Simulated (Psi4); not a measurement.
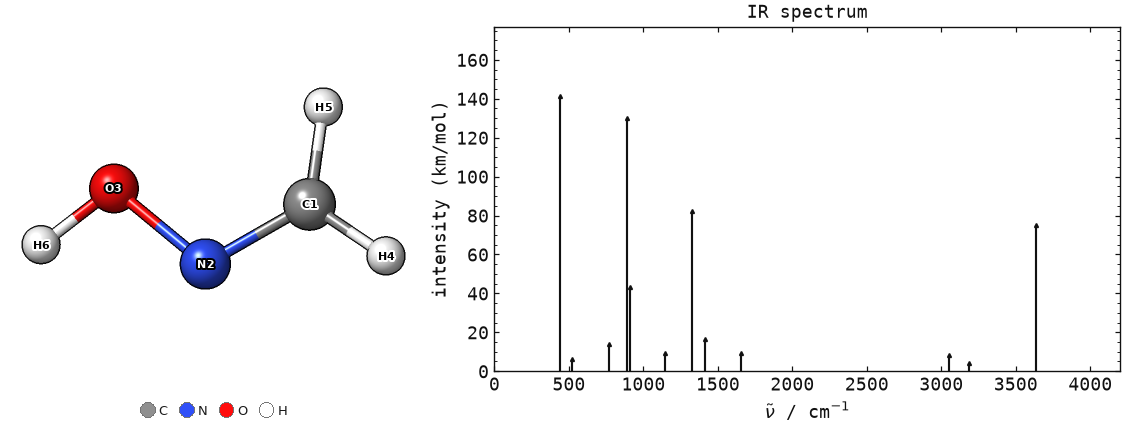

Infrared spectrum of CH₃NO (formaldoxime), SMILES C=NO. Unscaled harmonic wavenumbers and double-harmonic intensities, PBE/6-31+G(d) (dispersion D4) with Psi4 1.11, at a geometry relaxed at this level, isolated molecule.

Question: Which is the highest mode?

Answer: 3636.0 cm⁻¹ (75.0 km/mol).

Question: Which lines are the most intense?

Answer: 442.2 cm⁻¹ (141.5 km/mol), 893.1 cm⁻¹ (130.1 km/mol) and 1323.2 cm⁻¹ (82.5 km/mol).

Question: List the modes.

Answer:
| cm⁻¹ | km/mol |
| --- | --- |
| 442.2 | 141.5 |
| 518.5 | 6.1 |
| 771.0 | 14.2 |
| 893.1 | 130.1 |
| 910.7 | 43.4 |
| 1144.4 | 9.2 |
| 1323.2 | 82.5 |
| 1414.8 | 16.6 |
| 1658.1 | 9.1 |
| 3051.8 | 8.2 |
| 3186.0 | 4.0 |
| 3636.0 | 75.0 |

Caveats: double-zeta basis.
